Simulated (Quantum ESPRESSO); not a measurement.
Band structure of TiSe (P6_3/mmc, 4 atoms in the cell).

```
CELL_PARAMETERS angstrom
      3.42914     0.00000     0.00000
     -1.71457     2.96972     0.00000
      0.00000     0.00000     6.76514
ATOMIC_POSITIONS crystal
  Ti 0.00000 0.00000 0.00000
  Ti 0.00000 0.00000 0.50000
  Se 0.33333 0.66667 0.25000
  Se 0.66667 0.33333 0.75000
```

Computed with LDA (PZ), GBRV 1.5 ultrasoft (LDA) pseudopotentials (plane waves; Quantum ESPRESSO 7.5).

Settings: ecutwfc = 50 Ry; ecutrho = 400 Ry; occupations = smearing; smearing = marzari-vanderbilt; degauss = 0.0036749 Ry; potentials = {Ti: ti_lda_v1.4.uspp.F.UPF, Se: se_lda_v1.uspp.F.UPF}; K_POINTS = automatic 8 8 4 0 0 0; nbnd = 30; conv_thr = 1e-10 Ry; mixing_beta = 0.5.

The starting cell comes from a database of computed structures (which also holds hypothetical and non-ambient phases and stackings), without a prior relaxation at this level. Spin polarisation is off, so a magnetic state, if there is one, cannot be reached.

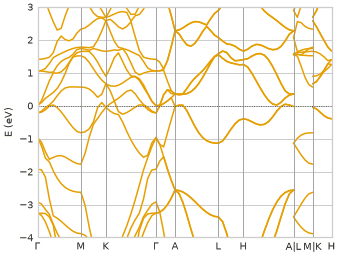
*Bands along the path, energies from the Fermi level.*

Levels in eV from the Fermi level, bands 15 to 22:
```csv
point,15,16,17,18,19,20,21,22
Γ,-1.93,-0.96,-0.96,-0.22,-0.22,0.00,0.00,1.05
M,-3.88,-2.63,-1.78,-0.82,0.56,1.51,1.65,1.73
K,-4.78,-4.61,-0.05,-0.05,0.66,0.66,0.89,1.65
A,-2.56,-2.56,-0.03,-0.03,0.35,0.35,0.35,0.35
L,-3.38,-3.38,-1.14,-1.14,1.54,1.54,1.58,1.58
H,-4.69,-4.69,-0.40,-0.40,1.25,1.25,1.40,1.40
```

Bands cross the Fermi level along this path, so the cell is metallic at this level.
